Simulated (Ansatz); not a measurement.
**CH5NO2SeSi: nudged elastic band (part 1 of 2)**

- system: CH5NO2SeSi, SMILES N[Si]1([SeH])OCO1
- method: RKS BHLYP-D4/def2-SVP (Ansatz 0.2.0)

It belongs to a series of runs on one base structure; here: band between the two ends. Figures and captions count atoms from 1; the log counts them from 0 in places.

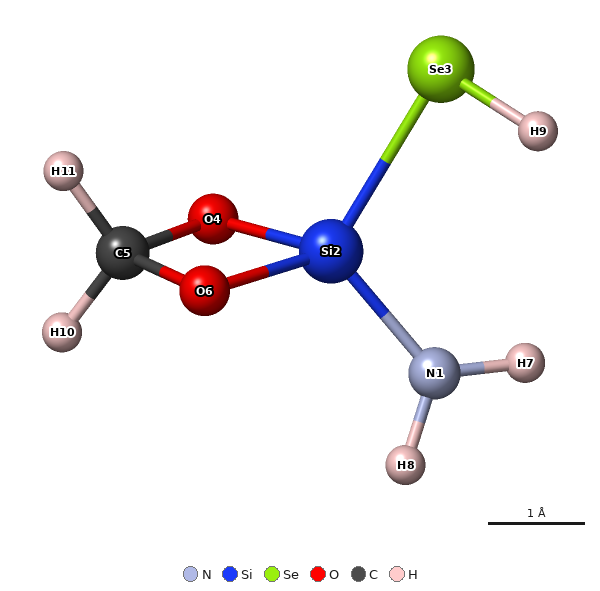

**Figure 1.** The input geometry (ball-and-stick view, seen at a tilt; atoms are numbered from 1 in the order of the input). Bond lengths as drawn: C–H 1.10 Å, C–O 1.41 Å, H–N 1.00 to 1.01 Å, H–Se 1.46 Å, N–Si 1.68 Å, O–Si 1.68 Å and Se–Si 2.25 Å.

Input file:
```yaml
crystal:
  periodic: [false, false, false]
  atoms:
    - { symbol: "N", position_ang: [-0.953721, -1.42313, 0.499879] }
    - { symbol: Si, position_ang: [0.17177, -0.21601, 0.181911] }
    - { symbol: Se, position_ang: [1.985879, -0.534386, 1.478141] }
    - { symbol: O, position_ang: [0.702987, 0.198125, -1.358629] }
    - { symbol: C, position_ang: [0.051573, 1.442982, -1.23152] }
    - { symbol: O, position_ang: [-0.547308, 1.291717, 0.038868] }
    - { symbol: H, position_ang: [-0.711328, -2.331197, 0.853622] }
    - { symbol: H, position_ang: [-1.906687, -1.354895, 0.183777] }
    - { symbol: H, position_ang: [1.207897, -0.98835, 2.629533] }
    - { symbol: H, position_ang: [-0.703002, 1.585902, -2.013028] }
    - { symbol: H, position_ang: [0.76724, 2.272244, -1.241853] }
basis:
  gaussian: { orbitals: def2-SVP }
hamiltonian:
  xc: { name: BHLYP }
  dispersion: d4
neb:
  order_check: false
  images: 9
  f_tol: 0.03
  max_iterations: 29
  final_atoms:
    - { symbol: "N", position_ang: [-1.20781999, -1.51526537, 0.39729581] }
    - { symbol: Si, position_ang: [-0.04179038, -0.30675233, 0.34964329] }
    - { symbol: Se, position_ang: [1.33133887, -0.68791769, 2.09127635] }
    - { symbol: O, position_ang: [0.81733665, 0.11725384, -1.03503785] }
    - { symbol: C, position_ang: [0.14356493, 1.35581193, -1.05700537] }
    - { symbol: O, position_ang: [-0.70840623, 1.20498738, 0.05737993] }
    - { symbol: H, position_ang: [-1.06119153, -2.42195186, 0.80371543] }
    - { symbol: H, position_ang: [-2.07733615, -1.43349148, -0.10226077] }
    - { symbol: H, position_ang: [2.46025775, -0.04988915, 1.41997828] }
    - { symbol: H, position_ang: [-0.42829329, 1.4876043, -1.98238084] }
    - { symbol: H, position_ang: [0.83763937, 2.19261242, -0.92190324] }
  initial_path:
    images:
      - { positions_ang: [[-0.953721, -1.42313, 0.499879], [0.17177, -0.21601, 0.181911], [1.985879, -0.534386, 1.478141], [0.702987, 0.198125, -1.358629], [0.051573, 1.442982, -1.23152], [-0.547308, 1.291717, 0.038868], [-0.711328, -2.331197, 0.853622], [-1.906687, -1.354895, 0.183777], [1.207897, -0.98835, 2.629533], [-0.703002, 1.585902, -2.013028], [0.76724, 2.272244, -1.241853]] }
      - { positions_ang: [[-0.98720682, -1.4227753, 0.45949149], [0.1461868, -0.18803013, 0.19911859], [1.88504772, -0.44115153, 1.58202872], [0.72958628, 0.19326899, -1.33434383], [0.06096268, 1.43321147, -1.2523919], [-0.56133446, 1.32425136, 0.01187656], [-0.69220654, -2.32055863, 0.74502087], [-1.85556528, -1.34158318, 0.38159176], [1.24904347, -1.11404424, 2.53609577], [-0.68483727, 1.55397385, -2.04232693], [0.77562343, 2.26643934, -1.2654601]] }
      - { positions_ang: [[-1.02069264, -1.42242059, 0.41910398], [0.12060359, -0.16005026, 0.21632618], [1.78421644, -0.34791706, 1.68591645], [0.75618555, 0.18841298, -1.31005867], [0.07035237, 1.42344094, -1.27326381], [-0.57536093, 1.35678572, -0.01511488], [-0.67308507, -2.30992027, 0.63641973], [-1.80444356, -1.32827136, 0.57940652], [1.29018993, -1.23973847, 2.44265855], [-0.66667255, 1.5220457, -2.07162586], [0.78400686, 2.26063468, -1.28906719]] }
      - { positions_ang: [[-1.05417845, -1.42206589, 0.37871647], [0.09502039, -0.13207039, 0.23353376], [1.68338516, -0.25468259, 1.78980417], [0.78278483, 0.18355697, -1.2857735], [0.07974205, 1.41367041, -1.29413571], [-0.58938739, 1.38932007, -0.04210632], [-0.65396361, -2.2992819, 0.5278186], [-1.75332184, -1.31495954, 0.77722128], [1.3313364, -1.36543271, 2.34922132], [-0.64850782, 1.49011755, -2.10092479], [0.79239028, 2.25483002, -1.31267429]] }
      - { positions_ang: [[-1.08766427, -1.42171119, 0.33832897], [0.06943719, -0.10409053, 0.25074135], [1.58255388, -0.16144812, 1.89369189], [0.80938411, 0.17870096, -1.26148833], [0.08913174, 1.40389989, -1.31500761], [-0.60341386, 1.42185443, -0.06909776], [-0.63484214, -2.28864354, 0.41921747], [-1.70220012, -1.30164772, 0.97503604], [1.37248287, -1.49112695, 2.25578409], [-0.6303431, 1.45818941, -2.13022373], [0.80077371, 2.24902536, -1.33628139]] }
      - { positions_ang: [[-1.12115009, -1.42135648, 0.29794146], [0.04385399, -0.07611066, 0.26794894], [1.48172259, -0.06821365, 1.99757962], [0.83598338, 0.17384495, -1.23720317], [0.09852142, 1.39412936, -1.33587952], [-0.61744032, 1.45438879, -0.0960892], [-0.61572068, -2.27800517, 0.31061633], [-1.6510784, -1.28833591, 1.1728508], [1.41362934, -1.61682118, 2.16234687], [-0.61217837, 1.42626126, -2.15952266], [0.80915714, 2.2432207, -1.35988848]] }
      - { positions_ang: [[-1.13848407, -1.44013826, 0.31781233], [0.02672511, -0.12223899, 0.28428781], [1.45164585, -0.19215446, 2.01631896], [0.83225404, 0.16252673, -1.1967701], [0.10753012, 1.38646587, -1.28010469], [-0.63563351, 1.40450851, -0.06539537], [-0.70481485, -2.30679451, 0.40923615], [-1.73632995, -1.31736702, 0.91782849], [1.62295502, -1.30343478, 2.01387315], [-0.57540135, 1.43852987, -2.1240943], [0.81485359, 2.23309904, -1.27229143]] }
      - { positions_ang: [[-1.15581805, -1.45892004, 0.3376832], [0.00959624, -0.16836733, 0.30062668], [1.42156911, -0.31609526, 2.03505831], [0.82852469, 0.15120851, -1.15633704], [0.11653883, 1.37880239, -1.22432986], [-0.65382669, 1.35462823, -0.03470155], [-0.79390902, -2.33558385, 0.50785597], [-1.8215815, -1.34639814, 0.66280617], [1.8322807, -0.99004837, 1.86539943], [-0.53862434, 1.45079848, -2.08866593], [0.82055003, 2.22297739, -1.18469439]] }
      - { positions_ang: [[-1.17315203, -1.47770182, 0.35755407], [-0.00753263, -0.21449566, 0.31696555], [1.39149236, -0.44003607, 2.05379765], [0.82479534, 0.13989028, -1.11590398], [0.12554753, 1.3711389, -1.16855503], [-0.67201987, 1.30474795, -0.00400772], [-0.88300319, -2.36437318, 0.60647579], [-1.90683305, -1.37542925, 0.40778386], [2.04160639, -0.67666196, 1.71692571], [-0.50184732, 1.46306708, -2.05323757], [0.82624648, 2.21285573, -1.09709734]] }
      - { positions_ang: [[-1.19048601, -1.4964836, 0.37742494], [-0.02466151, -0.260624, 0.33330442], [1.36141562, -0.56397688, 2.072537], [0.821066, 0.12857206, -1.07547091], [0.13455623, 1.36347541, -1.1127802], [-0.69021305, 1.25486767, 0.0266861], [-0.97209736, -2.39316252, 0.70509561], [-1.9920846, -1.40446037, 0.15276154], [2.25093207, -0.36327555, 1.56845199], [-0.4650703, 1.47533569, -2.01780921], [0.83194292, 2.20273408, -1.00950029]] }
      - { positions_ang: [[-1.20781999, -1.51526537, 0.39729581], [-0.04179038, -0.30675233, 0.34964329], [1.33133887, -0.68791769, 2.09127635], [0.81733665, 0.11725384, -1.03503785], [0.14356493, 1.35581193, -1.05700537], [-0.70840623, 1.20498738, 0.05737993], [-1.06119153, -2.42195186, 0.80371543], [-2.07733615, -1.43349148, -0.10226077], [2.46025775, -0.04988915, 1.41997828], [-0.42829329, 1.4876043, -1.98238084], [0.83763937, 2.19261242, -0.92190324]] }
```

Hardware: 2 threads of Arm Neoverse V1, 24 GiB of memory available, shared host.

Command:
```bash
ansatz run input.yaml --threads 2 --pin off --max-ram 3072MiB --backend cpu --events-out ev --progress --plain --runs-dir out
```

The program's output:
```
Engine: ansatz 0.2.0, aarch64-unknown-linux-gnu
Functional definition: BHLYP
  parameter a = 0.5
  exchange = (1 - a)*b88_x + a*exact_x
  correlation = lyp_c
1375 factors; integrals over basis functions are off by at most 3.8e-4 eV
mean field evaluation 1: about -79906.3477 eV, gradient 6.0e1 eV
mean field evaluation 2: about -79906.1605 eV, gradient 6.1e1 eV
mean field evaluation 4: about -79913.0701 eV, gradient 1.6e0 eV
mean field evaluation 8: about -79913.1212 eV, gradient 1.3e-1 eV
mean field evaluation 16: about -79913.1213 eV, gradient 4.2e-5 eV
mean field -79913.12126847 eV, -2936.7530395571 hartree, gradient 4.2e-5 eV, S^2 0.000000; 0 other end points of the search recorded, 0 dependent functions left out
the calculation of the forces begins
reference -79913.12143472 eV, -2936.7530456669 hartree; 41, 41 occupied and 90, 90 virtual orbitals, 1375 factors
1375 factors; integrals over basis functions are off by at most 3.5e-4 eV
mean field evaluation 32: about -79913.1434 eV, gradient 3.3e-5 eV
mean field -79913.14344673 eV, -2936.7538545933 hartree, gradient 3.4e-5 eV, S^2 0.000000; 0 other end points of the search recorded, 0 dependent functions left out
[... from here on the field's lines of each further geometry are left out, up to the last ...]
NEB iter   1: max|band force component| = 9.544e1 eV/Å  barrier→ = 24.9811 eV  barrier← = 25.0031 eV  Δτ_max = 0.2000 Å  (299 SCF iters)
NEB iter   2: max|band force component| = 3.763e1 eV/Å  barrier→ = 8.7982 eV  barrier← = 8.8202 eV  Δτ_max = 0.1994 Å  (291 SCF iters)
NEB iter   3: max|band force component| = 1.741e1 eV/Å  barrier→ = 3.6674 eV  barrier← = 3.6895 eV  Δτ_max = 0.2000 Å  (274 SCF iters)
NEB iter   4: max|band force component| = 7.485e0 eV/Å  barrier→ = 1.4074 eV  barrier← = 1.4294 eV  Δτ_max = 0.1950 Å  (280 SCF iters)
NEB iter   5: max|band force component| = 3.560e0 eV/Å  barrier→ = 0.4840 eV  barrier← = 0.5060 eV  Δτ_max = 0.1974 Å  (273 SCF iters)
NEB iter   6: max|band force component| = 9.770e-1 eV/Å  barrier→ = 0.2808 eV  barrier← = 0.3028 eV  Δτ_max = 0.1976 Å  (273 SCF iters)
NEB iter   7: max|band force component| = 9.668e0 eV/Å  barrier→ = 1.0936 eV  barrier← = 1.1156 eV  Δτ_max = 0.1008 Å  (272 SCF iters)
NEB iter   8: max|band force component| = 5.483e-1 eV/Å  barrier→ = 0.2041 eV  barrier← = 0.2261 eV  Δτ_max = 0.1988 Å  (279 SCF iters)
NEB iter   9: max|band force component| = 3.839e-1 eV/Å  barrier→ = 0.1477 eV  barrier← = 0.1697 eV  CI = image 4  Δτ_max = 0.1995 Å  (269 SCF iters)
NEB iter  10: max|band force component| = 4.942e-1 eV/Å  barrier→ = 0.1112 eV  barrier← = 0.1332 eV  CI = image 4  Δτ_max = 0.1009 Å  (273 SCF iters)
NEB iter  11: max|band force component| = 4.331e-1 eV/Å  barrier→ = 0.0891 eV  barrier← = 0.1111 eV  CI = image 4  Δτ_max = 0.1003 Å  (271 SCF iters)
NEB iter  12: max|band force component| = 3.481e-1 eV/Å  barrier→ = 0.0722 eV  barrier← = 0.0942 eV  CI = image 7  Δτ_max = 0.0999 Å  (273 SCF iters)
NEB iter  13: max|band force component| = 1.440e-1 eV/Å  barrier→ = 0.0679 eV  barrier← = 0.0899 eV  CI = image 2  Δτ_max = 0.1988 Å  (273 SCF iters)
NEB iter  14: max|band force component| = 1.087e-1 eV/Å  barrier→ = 0.0670 eV  barrier← = 0.0890 eV  CI = image 2  Δτ_max = 0.0248 Å  (262 SCF iters)
NEB iter  15: max|band force component| = 6.015e-2 eV/Å  barrier→ = 0.0665 eV  barrier← = 0.0885 eV  CI = image 2  Δτ_max = 0.0257 Å  (233 SCF iters)
NEB iter  16: max|band force component| = 4.213e-2 eV/Å  barrier→ = 0.0663 eV  barrier← = 0.0883 eV  CI = image 2  Δτ_max = 0.0252 Å  (231 SCF iters)
NEB iter  17: max|band force component| = 4.018e-2 eV/Å  barrier→ = 0.0662 eV  barrier← = 0.0882 eV  CI = image 2  Δτ_max = 0.1258 Å  (223 SCF iters)
NEB iter  18: max|band force component| = 3.696e-1 eV/Å  barrier→ = 0.0667 eV  barrier← = 0.0888 eV  CI = image 7  Δτ_max = 0.0635 Å  (264 SCF iters)
NEB iter  19: max|band force component| = 2.115e-1 eV/Å  barrier→ = 0.0670 eV  barrier← = 0.0890 eV  CI = image 2  Δτ_max = 0.0636 Å  (279 SCF iters)
NEB iter  20: max|band force component| = 3.900e-2 eV/Å  barrier→ = 0.0663 eV  barrier← = 0.0883 eV  CI = image 2  Δτ_max = 0.0083 Å  (245 SCF iters)
the calculation of the forces begins
reference -79913.11928697 eV, -2936.7529667383 hartree; 41, 41 occupied and 90, 90 virtual orbitals, 1375 factors
1375 factors; integrals over basis functions are off by at most 3.8e-4 eV
mean field -79913.05565259 eV, -2936.7506282180 hartree, gradient 2.1e-5 eV, S^2 0.000000; 1 other end points of the search recorded, 0 dependent functions left out
the calculation of the forces begins
reference -79913.05581787 eV, -2936.7506342919 hartree; 41, 41 occupied and 90, 90 virtual orbitals, 1375 factors
NEB iter  21: max|band force component| = 2.906e-2 eV/Å  barrier→ = 0.0662 eV  barrier← = 0.0882 eV  CI = image 2  Δτ_max = 0.0000 Å  (448 SCF iters)
```
